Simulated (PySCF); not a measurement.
## BSi2H5Cl2: NMR shielding calculation

- system: BSi2H5Cl2, SMILES [SiH3][SiH2]B(Cl)Cl
- method: GIAO PBE0/pcSseg-1 NMR shielding, non-relativistic, gas phase (PySCF 2.14.0)

The geometry comes from this level: PBE0-D3(BJ)/ma-def2-SVP. Figures and captions count atoms from 1; the log counts them from 0 in places.

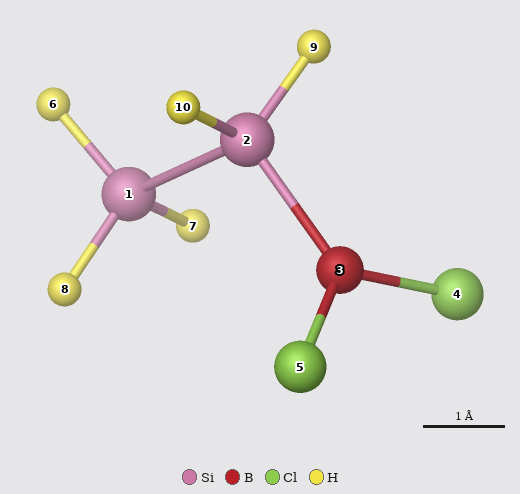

**Figure 1.** The input geometry (ball-and-stick view, seen at a tilt; atoms are numbered from 1 in the order of the input). Bond lengths as drawn: B–Cl 1.75 Å, B–Si 2.01 Å, H–Si 1.49 Å and Si–Si 2.35 Å.

### Input file
```
{"job": {"kind": "nmr", "xc": "PBE0", "basis": "pcSseg-1", "pop": false}, "charge": 0, "multiplicity": 1}
Si    -1.652016    -0.230357     0.111953
Si     0.370551     0.872523    -0.364042
B      1.817458    -0.431077     0.149284
Cl     2.373222    -1.640726    -0.988784
Cl     2.463407    -0.462561     1.776628
H     -2.819563     0.646634    -0.205657
H     -1.738505    -1.479940    -0.703188
H     -1.689597    -0.593626     1.561212
H      0.425756     1.196079    -1.822520
H      0.456787     2.127511     0.443398
```

The first line tells a small driver script what to run in PySCF; the rest is the geometry in Å.

Launch command:
```bash
OMP_NUM_THREADS=1 python <driver script> task.json out
```

### Output
```
coarse grid: 10688 points
cycle   1  E = -1526.6167837710  dE =  1.596e-01  |g| = 2.469e-01  |ddm| = 2.819e+00
cycle   2  E = -1526.6061652624  dE =  1.062e-02  |g| = 3.280e-01  |ddm| = 5.618e-01
cycle   3  E = -1526.6349156679  dE = -2.875e-02  |g| = 3.250e-02  |ddm| = 3.305e-01
cycle   4  E = -1526.6351660566  dE = -2.504e-04  |g| = 1.364e-02  |ddm| = 5.259e-02
cycle   5  E = -1526.6352199166  dE = -5.386e-05  |g| = 1.587e-03  |ddm| = 1.853e-02
cycle   6  E = -1526.6352206865  dE = -7.699e-07  |g| = 5.318e-04  |ddm| = 3.255e-03
final grid: 85416 points
cycle   7  E = -1526.6591287238  dE = -1.979e-05  |g| = 3.611e-03  |ddm| = 1.392e-02
cycle   8  E = -1526.6591286199  dE =  1.039e-07  |g| = 2.652e-03  |ddm| = 6.002e-03
cycle   9  E = -1526.6591303055  dE = -1.686e-06  |g| = 1.012e-03  |ddm| = 3.617e-03
cycle  10  E = -1526.6591305887  dE = -2.832e-07  |g| = 1.268e-04  |ddm| = 1.041e-03
cycle  11  E = -1526.6591305927  dE = -3.996e-09  |g| = 1.681e-05  |ddm| = 1.675e-04
cycle  12  E = -1526.6591305928  dE = -8.026e-11  |g| = 5.687e-06  |ddm| = 3.010e-05
```

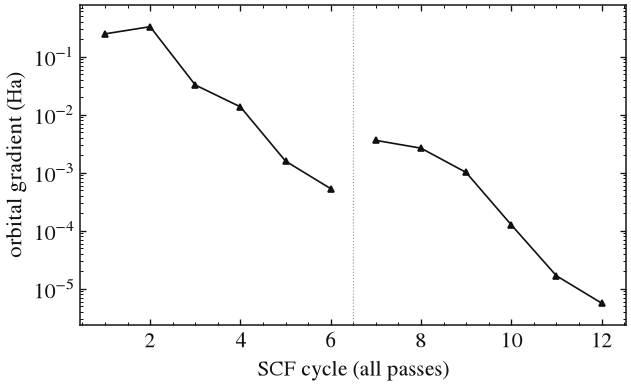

**Figure 2.** Convergence of the self-consistent field: orbital gradient against the SCF cycle. The dotted line marks the change from a coarse to the final integration grid. The first 6 cycles use a coarse grid, the final grid takes over at cycle 7, and the field converges after 12 cycles in all.

```
converged SCF energy = -1526.6591305928

GIAO shielding tensors (ppm)
atom      isotropic    diamagn.    paramagn.     s11        s22        s33       span
  0 Si     455.220     879.121    -423.901    449.913    452.570    463.179     13.266
  1 Si     449.783     879.921    -430.138    417.672    455.404    476.272     58.600
  2 B       21.418     195.444    -174.026    -51.464     24.627     91.089    142.553
  3 Cl     552.825    1147.748    -594.924    159.390    618.310    880.774    721.384
  4 Cl     552.360    1147.708    -595.348    159.191    618.735    879.154    719.963
  5 H       27.542      28.001      -0.460     24.367     24.829     33.429      9.062
  6 H       27.637      28.425      -0.787     24.129     26.345     32.438      8.308
  7 H       27.651      28.434      -0.783     24.148     26.373     32.433      8.285
  8 H       27.557      28.414      -0.856     24.137     25.869     32.666      8.528
  9 H       27.573      28.433      -0.860     24.098     25.899     32.721      8.623
```

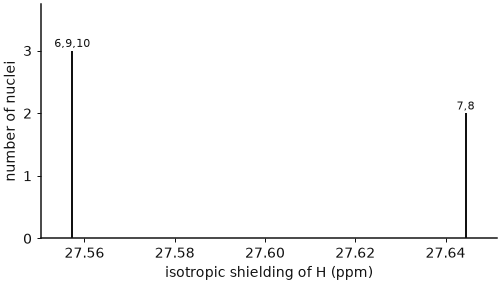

**Figure 3.** Isotropic shieldings of the hydrogen nuclei in this fixed geometry, labelled by atom number; shielding grows to the right, so chemical shift grows to the left. The least shielded is H6 (27.5 ppm), the most shielded H8 (27.7 ppm).

### Key numbers

| quantity | value |
| --- | --- |
| outcome | converged |
| total energy | −1526.659131 hartree |
| HOMO | −8.20 eV |
| LUMO | −2.28 eV |
| dipole moment | 0.84 D |
| isotropic shielding, Si | 449.8 to 455.2 ppm |
| isotropic shielding, B | 21.4 ppm |
| isotropic shielding, Cl | 552.4 to 552.8 ppm |
| isotropic shielding, H | 27.5 to 27.7 ppm |
| hardware | 1 CPU thread, shared host |
| wall time | 9.6 s |
| peak memory | 0.79 GiB |
